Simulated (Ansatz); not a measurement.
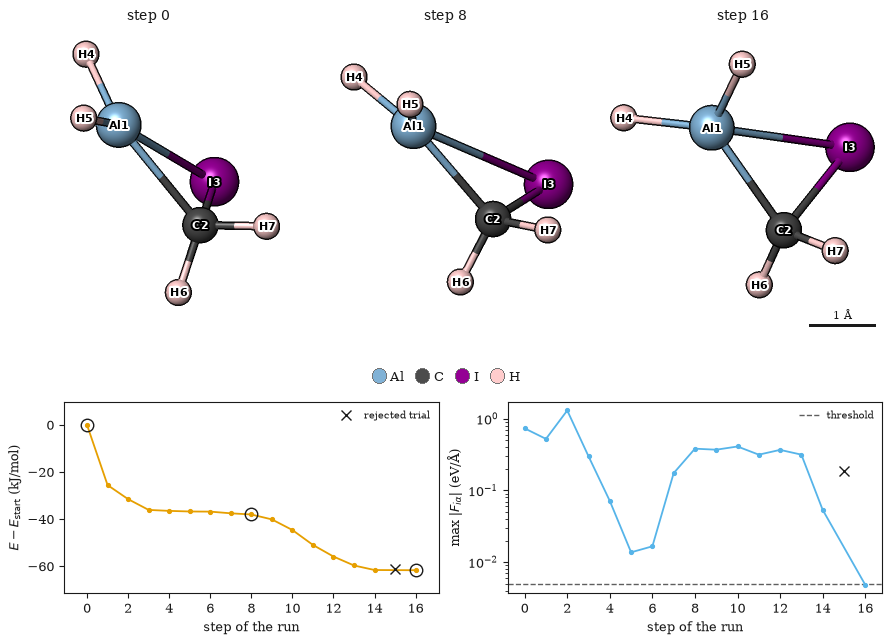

Frames of a relaxation of CH4AlI, marked on the history of the run. Style: ball-and-stick. Shown from a free direction.

Method: Ansatz, RKS PBE0-D4/def2-TZVP. Settings: force threshold 0.005 eV/Å; at most 200 steps.

**What happens along the run?**

The energy falls by 61.6 kJ/mol in 15 accepted moves (16 points after the start). The largest force component goes from 0.73 to 0.0048 eV/Å. The line search rejected the trial step at point 15 of the run. The largest moves after the best rigid fit, 1.33 Å, are those of H4 and H5. Largest moves by element: H 1.33 Å, I 0.99 Å, C 0.19 Å, Al 0.05 Å. Among the contacts that change: Al1–I3 2.956 → 2.828 Å, Al1–C2 2.015 → 1.962 Å, Al1–H4 1.542 → 1.582 Å, C2–H6 1.092 → 1.087 Å. Among the angles between lasting bonds that change: I3–Al1–H5 162.9° → 108.6°, I3–Al1–H4 81.8° → 108.7°, C2–Al1–H4 129.7° → 117.7°. The run took 30 s on 2 threads of Intel Xeon 6975P-C (shared host). From step 0 to 8: I and H atoms move most (0.57 Å), energy −38.0 kJ/mol. From step 8 to 16: H5 moves most (0.94 Å), energy −23.7 kJ/mol.
